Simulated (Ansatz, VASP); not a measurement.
# Cross-check of La (Lanthanum) between VASP and Ansatz

Aim: how closely do two programs agree when they are given the same cell, functional and k mesh?

Calculated with Ansatz 0.2.0; plane waves, with VASP 6.6.1 beside it; relaxation of cell and atoms at PBEsol.

### Step 1. The structure

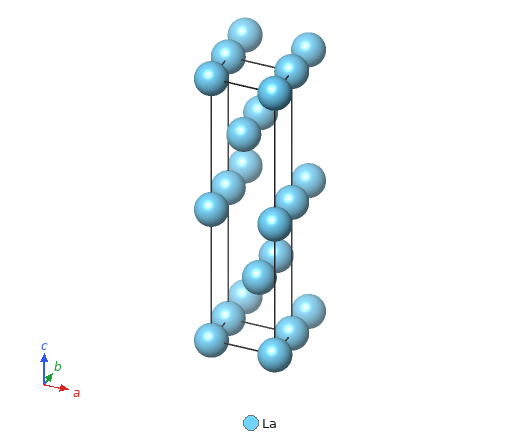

The cell as given, slightly off an axis (lanthanum blue). 1×2×1 cells are drawn. Some periodic images of atoms are drawn too.

### Step 2. Ansatz: relaxation of cell and atoms, PBEsol

Ansatz runs on its default PAW (the set named soft_2) files.

The relaxed volume is the usual yardstick between codes: its relative difference is about their pressure difference at one cell divided by the bulk modulus.

The input, input.yaml:

```yaml
crystal:
  lattice:
    - [3.662834897, 0.0, 0.0]
    - [-1.8314174485, 3.1721080707, 0.0]
    - [0.0, 0.0, 11.7261854359]
  atoms:
    - { symbol: La, position: [0.6666666667, 0.3333333333, 0.25] }
    - { symbol: La, position: [0.3333333333, 0.6666666667, 0.75] }
    - { symbol: La, position: [0.0, 0.0, 0.5] }
    - { symbol: La, position: [0.0, 0.0, 0.0] }
hamiltonian:
  xc: pbesol
  pseudopotentials: { kind: paw }
kpoints:
  mp_grid: { grid: [14, 14, 4] }
scf:
  occupations: { method: methfessel_paxton, width: 0.15 }
relax:
  f_tol: 0.01
  max_steps: 60
  cell: { stress_tol: 0.05 }
output:
  forces: true
  stress: true
```

On the command line:

```console
$ ansatz run input.yaml --threads 4 --pin off --max-ram 9216MiB --backend cpu --events-out ev --progress --plain --runs-dir out
```

Numbers of over 12 decimals in the logs are rounded to 6 here.

Output:

```text
Engine: ansatz 0.2.0, x86_64-unknown-linux-gnu
Pseudopotentials: kind: paw
Pseudopotential: La, paw, valence charge 11, recommended cutoff 420 eV (normal), La.paw.azcp
Functional definition: PBEsol
  exchange = pbesol_x
  correlation = pbesol_c
Crystal: 4 atoms, lattice volume = 136.245 Å³
Basis set: ecut = 420 eV, 2643 PW (Γ), exchange–correlation on 50×50×160 points (8 copies of the dense FFT grid, shifted against one another)
Bands: 27, of which v1, the nominal top of the filled ones, is band 22 counted from 1 (21 counted from 0)
Symmetry: 24 space group operations
Space group: P63/mmc (ITA 194), of the structure as read, at distance tolerance 5.1e-5 Å
k-points: 72 of 784
Non-local potential: La, projectors of the file, l = 0: 3, l = 1: 2, l = 2: 2, l = 3: 3
PAW form: soft (Blöchl's): semilocal exchange-correlation on the pseudo side does not see the compensation charge
PAW frozen core: La, regenerated for the run's functional, and the local potential with it (the file was generated under x = pbe(κ = 0.804, μ = 0.219515), c = pbe(β = 0.066725))
PAW one-centre angular grid: La, 590 points (default); XC on 64 Gauss nodes
Initial density: superposition of atomic densities (neutral atoms: chi_scale 0, normalization atom), corrected by the library's trained network
Initial wavefunctions: pseudopotential atomic-orbital guess
Functional: x = pbesol(κ = 0.804, μ = 0.123457), c = pbesol(β = 0.046)
SCF iter   1: F=—  HF=-24645.107322 eV  |F-HF|=—  |Δ(HF+E_count)|=         —  Δρ=4.23e-3  dr2=2.67e-2  ethr=1.77e-3  ⟨swp⟩=5.5  Hψ=9179  notcnv=0
preconditioner: auto → Kerker (q_TF=auto, 2.260 Å⁻¹)  [metal: Δε(μ)=0.020 eV  Ē_g=11.924 eV  σ=0.150 eV  W_gap=0.11  n_scr=38 (ndim 8)  ℏωp=19.1 eV  f_vac=0.000  D(μ)=6.60/eV (n_scr^D=64)]
SCF iter   2: F=—  HF=-24645.102558 eV  |F-HF|=—  |Δ(HF+E_count)|=   4.76e-3  S|Δr|=    0.00e0  Δρ=2.65e-3  dr2=1.11e-2  ethr=6.06e-5  ⟨swp⟩=2.4  Hψ=3848  notcnv=0
SCF iter   3: F=—  HF=-24645.100891 eV  |F-HF|=—  |Δ(HF+E_count)|=   1.67e-3  S|Δr|=    0.00e0  Δρ=3.89e-4  dr2=2.01e-4  ethr=2.53e-5  ⟨swp⟩=2.2  Hψ=2699  notcnv=0
SCF iter   4: F=—  HF=-24645.100869 eV  |F-HF|=—  |Δ(HF+E_count)|=   2.24e-5  S|Δr|=    0.00e0  Δρ=8.94e-5  dr2=1.02e-5  ethr=4.58e-7  ⟨swp⟩=2.1  Hψ=2503  notcnv=0
SCF iter   5: F=—  HF=-24645.100895 eV  |F-HF|=—  |Δ(HF+E_count)|=   2.58e-5  S|Δr|=    0.00e0  Δρ=2.54e-5  dr2=1.10e-6  ethr=2.32e-8  ⟨swp⟩=2.0  Hψ=2633  notcnv=0
SCF iter   6: F=—  HF=-24645.100895 eV  |F-HF|=—  |Δ(HF+E_count)|=   4.36e-8  S|Δr|=    0.00e0  Δρ=7.43e-6  dr2=1.81e-7  ethr=2.49e-9  ⟨swp⟩=2.0  Hψ=3351  notcnv=0
SCF iter   7: F=-24645.100895 eV  HF=-24645.100895 eV  |F-HF|=9.13e-10  |Δ(HF+E_count)|=   2.23e-8  S|Δr|=    0.00e0  Δρ=1.59e-6  dr2=4.12e-9  ethr=2.27e-10  ⟨swp⟩=4.7  Hψ=7235  notcnv=0
SCF 1 converged in 7 iterations: F = -24645.100895 eV  dr2 = 4.12e-9
  greatest PAW one-centre occupation: 0.974 electrons in one spin orbital (limit 2), on the La atom at site 1 (counted from 0), in its partial waves of l = 0
relax step   1: F+E_penalty+E_count = -24645.10089457 eV  Δ(F+E_penalty+E_count) = +0.000e0 eV  max|allowed force component| = 3.585e-17 eV/Å  Δτ_max = 0.0000 Å  P = -0.071 GPa  Ω = 136.245 Å³  (7 SCF iters, dr2 threshold 1.00e-7 eV, accepted)
[...]
relax step   2: F+E_penalty+E_count = -24645.10097464 eV  Δ(F+E_penalty+E_count) = -8.007e-5 eV  max|allowed force component| = 7.777e-17 eV/Å  Δτ_max = 0.0000 Å  P = -0.020 GPa  Ω = 135.978 Å³  energy of the carried Pulay correction = +4.617e-6 eV  (4 SCF iters, dr2 threshold 1.28e-8 eV, accepted)
[...]
relax step   3: F+E_penalty+E_count = -24645.10097024 eV  Δ(F+E_penalty+E_count) = +4.396e-6 eV  max|allowed force component| = 7.835e-17 eV/Å  Δτ_max = 0.0000 Å  P = -0.020 GPa  Ω = 135.978 Å³  stress off target by 2.08e-2 GPa  SCF on the basis re-selected at this cell (its energy is not comparable with the rows above)  (4 SCF iters)
basis re-selected at this cell: Δ(F+E_penalty+E_count) = +4.396e-6 eV, ΔP = -0.000 GPa vs the last step (what re-selecting the basis moved, of the pressure what is left beyond the Pulay correction that the steps carried, after the strain that the cell walked since its last selection, with what the two solves' SCF thresholds leave and, on support functions, any second-order correction that the steps lacked; it is no m [...]
SCF converged after 4 iterations
Stability not checked: this state was not tested for a lower state beside it, because cold or Methfessel-Paxton smearing, or corrected tetrahedra, fill the levels in a way that the test cannot read (fill_not_monotonic; see scf.lower_state_search)
Free energy (F): -24645.100970 eV
Harris-Foulkes:  -24645.100970 eV  (|F-HF|=1.46e-11)
Internal energy: -24645.099944 eV  (E = F + TS)
E sigma→0 (E₀):  -24645.100714 eV
Entropy (-TS):   -0.001026 eV (-0.257 meV/atom)
Fermi energy:    12.093744 eV
--- Per-component energies (eV) ---
  E_band       = -130.597572
  E_kinetic    = 777.449437
  E_local      = -1222.590592  (includes V_loc(G=0)·N_el)
  E_nonlocal   = 385.553938
  E_hartree    = 388.946234
  E_xc         = -555.406038
  E_vxc        = -591.754370  (∫ρ·V_xc dr)
  E_paw        = -21313.005567  (= ΣΔE_a)
  E_vpaw       = -257.148481  (= ΣTr[D̂ρ^β])
  E_aug_tail   = -0.000001  (compensation charges beyond the density's cutoff)
  E_ewald      = -3106.725393
  E_core_change = 0.678038  (= ΣΔE_core)
  E_smearing   = -0.001026  (= −TS)
  E_closure    = -0.000000  (closes the sum)
  Σ components = -24645.100970   (vs F -24645.100970, Δ=0.00e0)
--- Forces (eV/Å), atoms counted from 1 ---
  atom   1  La    -0.00000000    -0.00000000    -0.00000000
  atom   2  La    -0.00000000     0.00000000     0.00000000
  atom   3  La     0.00000000    -0.00000000     0.00000000
  atom   4  La     0.00000000     0.00000000    -0.00000000
  max |Σ_I F_I| component: 9.25e-18 eV/Å
--- Stress (GPa, compression-positive) ---
       -0.020845      -0.000000      -0.000000
       -0.000000      -0.020845      -0.000000
       -0.000000      -0.000000      -0.016892
  P = ⅓ Tr σ = -0.0195 GPa (-0.195 kbar)
--- Relaxed structure (2 steps of the walk, 2 accepted, 1 SCFs on fresh bases) ---
  F+E_penalty+E_count = -24645.10097024 eV   max|allowed force component| = 7.835e-17 eV/Å   (the final SCF, on the basis selected at the relaxed cell)
  cell:  # Å, volume = 135.9783 Å³
    - [3.660407, 0, 0]
    - [-1.830204, 3.170006, 0]
    - [2.8190041128463265e-19, 0, 11.718722]
  atoms:
    - { symbol: La, position: [0.666667, 0.333333, 0.25] }
    - { symbol: La, position: [0.333333, 0.666667, 0.750000] }
    - { symbol: La, position: [0, 0, 0.5] }
    - { symbol: La, position: [0, 0, 0] }
```

Run time: 6.6 s. Hardware: 4 threads of Intel Xeon 6975P-C (Granite Rapids), shared host; peak memory 0.65 GiB; 25 s of CPU time.

### Step 3. VASP: relaxation of cell and atoms, PBEsol

The same cell, functional, mesh and smearing now go to VASP, with its own data sets and cutoff.

Lines of VASP's logs that name or quote its potential files are left out, and so is its time.

The input, INCAR:

```
SYSTEM = La
PREC = Accurate
ENCUT = 520
EDIFF = 1E-07
NELM = 100
ISMEAR = 1
SIGMA = 0.15
LREAL = .FALSE.
ALGO = Normal
GGA = PS
NBANDS = 28
LASPH = .TRUE.
LORBIT = 11
LWAVE = .FALSE.
LCHARG = .FALSE.
KPAR = 4
IBRION = 2
NSW = 50
ISIF = 3
EDIFFG = -0.005
```

The input, POSCAR:

```
La
1.0
    3.6628348970      0.0000000000      0.0000000000
   -1.8314174485      3.1721080707      0.0000000000
    0.0000000000      0.0000000000     11.7261854359
La
4
Direct
    0.6666666667      0.3333333333      0.2500000000
    0.3333333333      0.6666666667      0.7500000000
    0.0000000000      0.0000000000      0.5000000000
    0.0000000000      0.0000000000      0.0000000000
```

The input, KPOINTS:

```
Automatic mesh
0
Gamma
14 14 4
0 0 0
```

Potentials, in the order of the species: La (PBE family, release 64).

On the command line:

```console
$ mpirun -np 4 vasp_std
```

Output:

```text
[banner, memory and clock lines left out]
running    4 mpi-ranks, on    1 nodes
 distrk:  each k-point on    1 cores,    4 groups
 distr:  one band on    1 cores,    1 groups

 POSCAR found type information on POSCAR La
 POSCAR found :  1 types and       4 ions
|                                                                             |
|               ----> ADVICE to this user running VASP <----                  |
|                                                                             |
|     You enforced a specific xc type in the INCAR file but a different       |
|     [... a line on the potential file left out ...]
|     I HOPE YOU KNOW WHAT YOU ARE DOING!                                     |
|                                                                             |

 LDA part: xc-table for (Slater+PW92), standard interpolation
 POSCAR, INCAR and KPOINTS ok, starting setup
 FFT: planning ... GRIDC
 FFT: planning ... GRID_SOFT
 FFT: planning ... GRID
 WAVECAR not read
 entering main loop
       N       E                     dE             d eps       ncg     rms          rms(c)
DAV:   1     0.568325830361E+03    0.56833E+03   -0.14828E+04  4048   0.218E+03
DAV:   2     0.115816122803E+03   -0.45251E+03   -0.44462E+03  5976   0.430E+02
DAV:   3    -0.443428016825E+01   -0.12025E+03   -0.11857E+03  7216   0.258E+02
DAV:   4    -0.190699077329E+02   -0.14636E+02   -0.14326E+02  7496   0.931E+01
DAV:   5    -0.211949693795E+02   -0.21251E+01   -0.20601E+01  7952   0.336E+01    0.529E+00
DAV:   6    -0.213864152967E+02   -0.19145E+00   -0.29597E+00  7704   0.132E+01    0.253E+00
DAV:   7    -0.213777807091E+02    0.86346E-02   -0.39804E-01  7952   0.471E+00    0.750E-01
DAV:   8    -0.213787349588E+02   -0.95425E-03   -0.50531E-02  7896   0.154E+00    0.281E-01
DAV:   9    -0.213794132286E+02   -0.67827E-03   -0.81440E-03  7584   0.627E-01    0.180E-01
DAV:  10    -0.213798396768E+02   -0.42645E-03   -0.21869E-03  7408   0.319E-01    0.769E-02
DAV:  12    -0.213800432025E+02   -0.42776E-04   -0.22483E-04  7408   0.866E-02    0.908E-03
DAV:  13    -0.213800440661E+02   -0.86364E-06   -0.18807E-05  7664   0.293E-02    0.731E-03
DAV:  14    -0.213800464734E+02   -0.24073E-05   -0.14462E-05  6768   0.296E-02    0.391E-03
DAV:  15    -0.213800463931E+02    0.80348E-07   -0.14483E-06  6048   0.121E-02    0.906E-04
DAV:  16    -0.213800463389E+02    0.54215E-07   -0.11570E-07  3712   0.492E-03
   1 F= -.21380046E+02 E0= -.21379763E+02  d E =-.213800E+02
 curvature:   0.00 expect dE= 0.000E+00 dE for cont linesearch  0.000E+00
 trial: gam= 0.00000 g(F)=  0.636E-47 g(S)=  0.227E-05 ort = 0.000E+00 (trialstep = 0.100E+01)
 search vector abs. value=  0.227E-05
 reached required accuracy - stopping structural energy minimisation
```

OUTCAR, selected parts (step 3):

```text
ion  position               nearest neighbor table
   1  0.667  0.333  0.250-   3 3.61   4 3.61   3 3.61   4 3.61   3 3.61   4 3.61
   2  0.333  0.667  0.750-   3 3.61   4 3.61   3 3.61   4 3.61   3 3.61   4 3.61
   3  0.000  0.000  0.500-   1 3.61   2 3.61   1 3.61   2 3.61   1 3.61   2 3.61
   4  0.000  0.000  0.000-   1 3.61   2 3.61   1 3.61   2 3.61   1 3.61   2 3.61

  LATTYP: Found a hexagonal cell.
 ALAT       =     3.6628348970
 C/A-ratio  =     3.2013961223

 Subroutine GETGRP returns: Found 24 space group operations
 (whereof 12 operations were pure point group operations)

The static configuration has the point symmetry D_3d.
 The point group associated with its full space group is D_6h.

 Found     72 irreducible k-points:

   k-points           NKPTS =     72   k-points in BZ     NKDIM =     72   number of bands    NBANDS=     28

   dimension x,y,z NGX =    28 NGY =   28 NGZ =   90
   dimension x,y,z NGXF=    56 NGYF=   56 NGZF=  180

   ENCUT  =  520.0 eV  38.22 Ry    6.18 a.u.   6.81  6.81 21.80*2*pi/ulx,y,z

   NELECT =      44.0000    total number of electrons

 k-points in reciprocal lattice and weights: Automatic mesh
   0.00000000  0.00000000  0.00000000       0.001
   0.07142857  0.00000000  0.00000000       0.008
   0.14285714  0.00000000  0.00000000       0.008
   0.21428571  0.00000000  0.00000000       0.008
   0.28571429  0.00000000  0.00000000       0.008
   0.35714286  0.00000000  0.00000000       0.008
   0.42857143  0.00000000  0.00000000       0.008
   0.50000000  0.00000000  0.00000000       0.004
   0.07142857  0.07142857  0.00000000       0.008
[...]
0.28571429  0.28571429  0.50000000       0.008
   0.35714286  0.28571429  0.50000000       0.008

 average (electrostatic) potential at core
       1 -95.3155       2 -95.3155       3 -95.3055       4 -95.3055

 E-fermi :   8.6139

 k-point     1 :       0.0000    0.0000    0.0000
  band No.  band energies     occupation
    ...
     16      -6.8654      2.00000
     17       5.4132      2.00000
     18       6.6992      2.00000
     19       6.7848      2.00000
     20       6.7884      2.00000
     21       9.1802     -0.00000
     22       9.3303     -0.00000
     23       9.8534     -0.00000
     24       9.9050     -0.00000
     25       9.9388     -0.00000
    ...

 k-point     2 :       0.0714    0.0000    0.0000
  band No.  band energies     occupation
    ...
     16      -6.8775      2.00000
     17       5.5675      2.00000
     18       6.8423      2.00000
     19       6.9291      2.00000
     20       6.9346      2.00000
     21       8.9511     -0.00662
     22       9.1915     -0.00000
     23       9.4637     -0.00000
     24       9.4966     -0.00000
     25       9.6529     -0.00000
    ...

 k-point     3 :       0.1429    0.0000    0.0000
  band No.  band energies     occupation
    ...
     17       5.9878      2.00000
     18       7.1719      2.00000
     19       7.2934      2.00000
     20       7.3199      2.00000
     21       8.5347      1.77031
     22       8.8562     -0.04472
     23       8.9961     -0.00186
     24       9.0750     -0.00012
     25       9.2948     -0.00000
     26       9.8733     -0.00000
    ...

  Total        0.0091126      0.0091126     -0.0047304      0.0000000      0.0000000      0.0000000
  in kB        0.1071593      0.1071593     -0.0556267      0.0000000      0.0000000      0.0000000
  external PRESSURE =       0.0528973 kB  Pullay stress =       0.0000000 kB

  energy-cutoff  :      520.00
  volume of cell :      136.25
      direct lattice vectors                 reciprocal lattice vectors
     3.662834897  0.000000000  0.000000000     0.273012579  0.157623886  0.000000000
    -1.831417449  3.172108071  0.000000000     0.000000000  0.315247771  0.000000000
     0.000000000  0.000000000 11.726185436     0.000000000  0.000000000  0.085279224

 POSITION                                       TOTAL-FORCE (eV/Angst)
 -----------------------------------------------------------------------------------
      1.83142      1.05737      2.93155        -0.000000      0.000000      0.000000
     -0.00000      2.11474      8.79464         0.000000     -0.000000      0.000000
      0.00000      0.00000      5.86309        -0.000000      0.000000     -0.000000
      0.00000      0.00000      0.00000        -0.000000      0.000000     -0.000000
 -----------------------------------------------------------------------------------
    total drift:                               -0.000000      0.000000      0.000000

  FREE ENERGIE OF THE ION-ELECTRON SYSTEM (eV)
  ---------------------------------------------------
  free  energy   TOTEN  =       -21.3800463389 eV

  energy  without entropy=      -21.3791961893  energy(sigma->0) =      -21.37976296

 reached required accuracy - stopping structural energy minimisation

 total charge
# of ion       s       p       d       f       tot
--------------------------------------------------
    1        2.103   5.526   0.950   0.092   8.670
    2        2.103   5.526   0.950   0.092   8.670
    3        2.100   5.518   0.958   0.102   8.678
    4        2.100   5.518   0.958   0.102   8.678
--------------------------------------------------
tot          8.405  22.087   3.816   0.388  34.696

[... 3 further parts left out ...]
```

The run keeps the 24 symmetry operations of its start, so it cannot find a distortion of lower symmetry.

### Step 4. Side by side

Known differences besides the PAW data sets themselves: both relaxations stop at a tolerance, which leaves soft axes loose, and VASP keeps its plane-wave basis; the cutoff is 420 eV in Ansatz and 520 eV in VASP; Ansatz makes its cores anew for this functional, VASP keeps those of its PBE data sets; Ansatz adds a Pulay correction to the stress that steers its cell, VASP none. Total energies have different zeros and are not compared.

The two programs side by side:

| quantity | Ansatz | VASP | difference |
| --- | --- | --- | --- |
| volume (Å³) | 135.98 | 136.25 | -0.20 % |
| edge a after relaxation, in the typed setting (Å) | 3.660 | 3.663 | -0.07 % |
| edge c after relaxation, in the typed setting (Å) | 11.719 | 11.726 | -0.06 % |

The walks stopped with -0.02 GPa left in Ansatz and 0.01 GPa in VASP; each walk ends within a tolerance, so the volume difference is uncertain by about these residues over the bulk modulus, most in soft cells.

### Step 5. Summary of results

```json
{
  "difference in volume (relaxation of cell and atoms, PBEsol)": "-0.20 %"
}
```

What this shows: The difference in volume is -0.20 % (relaxation of cell and atoms, PBEsol), within the 1.2 % picked in this series as the mark of a large difference, as far as the stopping tolerances let one tell. How closely two codes agree says nothing of how well the functional describes the real material.

[Lines on the potential files, build, host, timing and source positions are cut from VASP's logs without a mark.]

[Logs are printed without paths, hosts, clocks, repeated set-up lines and the standing remarks that a program may print on its own settings, such as how far it seeks lower states.]

[Hosts, paths, dates, database ids (printed as entryN), source tags and the programs' standing remarks are cut or masked in the printed files.]
